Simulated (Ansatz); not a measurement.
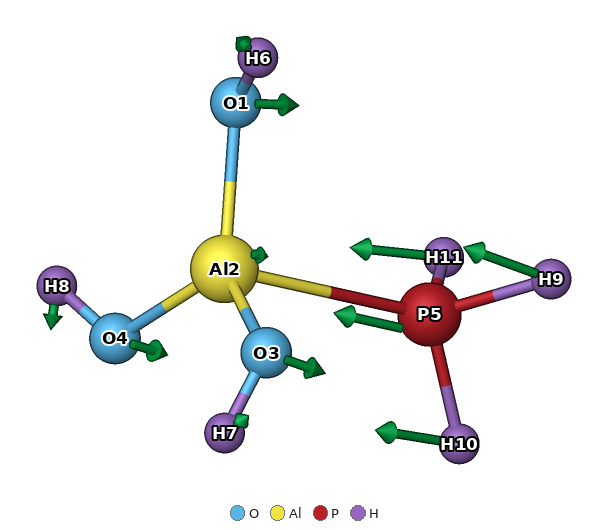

The arrows show one normal mode. Harmonic vibrations computed with RKS PBE0-D4/def2-TZVP (Ansatz 0.2.0) at a stationary point of the same level.

### Estimate its harmonic wavenumber.

193 cm⁻¹; it is mode 4 of 27 counted from the lowest.
